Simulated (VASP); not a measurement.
Energy against volume of Eu (bcc). Calculation: PBE GGA with D4 dispersion, VASP's PBE PAW potentials (set 64) (plane waves; VASP).

The 4f electrons are frozen in the core of the lanthanide potential, so 4f levels, which can set the real gap, and their magnetism are missing.

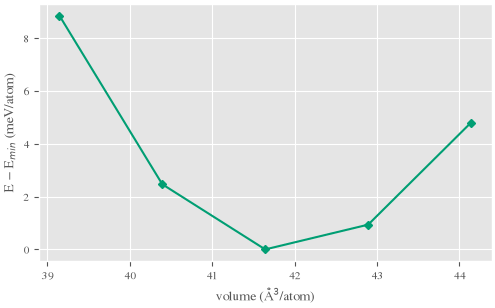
Fig. 1. Energy against volume

### Question
Estimate the equilibrium volume and the bulk modulus.

### Answer
The minimum lies near 41.9 Å³/atom, and the curvature gives B0 of about 14 GPa.

Measured: bulk modulus 10.9 GPa (computed value off by +29.8 %), as given by arXiv:1012.3782; a 4.582 Å at 293 K (computed value off by -4.5 %), as given by Wikipedia, Europium (infobox). The calculation is for a static lattice, while the measured bulk modulus, a hold thermal and zero-point effects, which are part of the difference.

The compound is Eu in the bcc structure. It was relaxed first, which changed the volume by -13 %.
